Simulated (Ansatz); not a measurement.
Fields on a plane of ZnO (wurtzite)

```yaml
crystal:
  lattice:
    - [3.27960, 0.00000, 0.00000]
    - [-1.63980, 2.84021, 0.00000]
    - [0.00000, 0.00000, 5.29330]
  atoms:
    - { symbol: Zn, position: [0.66667, 0.33333, 0.00215] }
    - { symbol: Zn, position: [0.33333, 0.66667, 0.50215] }
    - { symbol: O, position: [0.66667, 0.33333, 0.62305] }
    - { symbol: O, position: [0.33333, 0.66667, 0.12305] }
```

The slice is a (1 -1 0 0) plane (indices of the conventional cell) through the point (0.667, 0.333, 0.002) (fractional), spanned by u = [110] and v = [001] in vectors of this cell: u (3.28 Å) and v (5.29 Å, at 90° to u). It covers one period; positions are fractions (u, v).

Atoms on it: Zn at (0.00, 0.00); O at (0.00, 0.62). Other atoms lie within 1 Å of the plane.

Method: PBE (plane waves to 420 eV, PAW, scalar-relativistic; Ansatz, a program for electronic structure). k mesh 12×12×6. Near the nuclei the fields are pseudised (PAW); where an atom keeps semicore shells as valence, they peak there. ZnO was relaxed with its symmetry unable to fall.

```
|xxxx04788740xxx|
|xxxx05799750xxx|
|xxx0468998640xx|
|000468999986400|
|445789999998754|
|xx579999999975x|
|xxx6898888986xx|
|xxxx78777787xxx|
|xxxx67655676xxx|
|xxxx55422455xxx|
|xxxx55100155xxx|
|xxx6640000466xx|
|888864100146888|
|999875322357899|
|999876555567899|
|999988777788999|
|888999888899988|
|777899999999877|
|345689999998654|
|000468899886400|
|xxx0478888740xx|
|xxxx06788760xxx|
|xxxx04788740xxx|
|xxxx04788740xxx|
```
Scale: ten equal steps from -1.00 (start of '0') to 7.73 (end of '9'), in the order '0123456789'. Values: electrostatic potential energy of an electron, from the cell's mean, in eV. The map has 15 points along u (one character each, u = 0 at the left) and 24 along v (v = 0 in the bottom row). Points within 0.8 Å of a nucleus are blanked (x), as the pseudised field means little there. Values under -1 eV are set to -1. The zero, the cell's mean, hangs on the PAW cores.

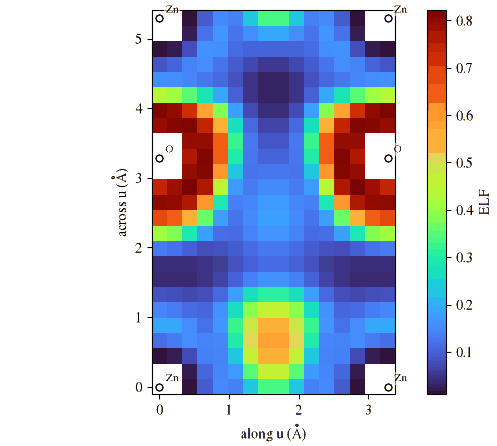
Fig. 1. Electron localisation function (ELF), one period of the plane, atoms marked. Points within 0.4 Å of a nucleus are left white, as the pseudised field means little there.

The density on the Zn–O line (2.01 Å) at its density minimum, 1.0 Å from Zn is 0.56 e/Å³ and the ELF at that point comes out as 0.2.
